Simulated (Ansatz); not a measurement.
System: BBrH$_{2}$S$_{2}$ (SMILES SB(S)Br).

```yaml
atoms:
  - { symbol: S, position_ang: [-0.7429, 1.4871, -0.2763] }
  - { symbol: B, position_ang: [-0.2125, -0.2340, 0.0117] }
  - { symbol: S, position_ang: [1.5934, -0.5921, 0.1995] }
  - { symbol: Br, position_ang: [-1.4653, -1.7087, 0.1152] }
  - { symbol: H, position_ang: [-0.6919, 1.3713, -1.7011] }
  - { symbol: H, position_ang: [1.5613, -0.3875, 1.6048] }
```

Not at a stationary point (largest force 1.7 eV/Å).

Theory: SCF PBE, Gaussian basis in Ansatz 0.2.0.

Q: Predict the electron density and electron localisation function between the atoms.

A: B–S (1.82 Å): ρ at the midpoint is about 1.2 e/Å³; the ELF peaks at about 0.95 between the atoms, as expected for a covalent bond.
B–Br (1.94 Å): the density is about 1 e/Å³ at the midpoint, with its minimum of 0.87 e/Å³ about 0.6 Å from B; the ELF peaks at about 0.90 between the atoms; a shared but strongly polarised pair.

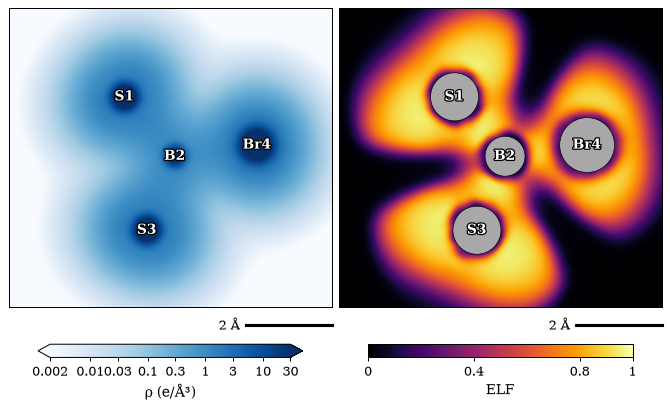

Computed electron density and electron localisation function on the plane of atoms S1, B2 and S3, in this order. Grey discs cover the atomic cores in the ELF map. 
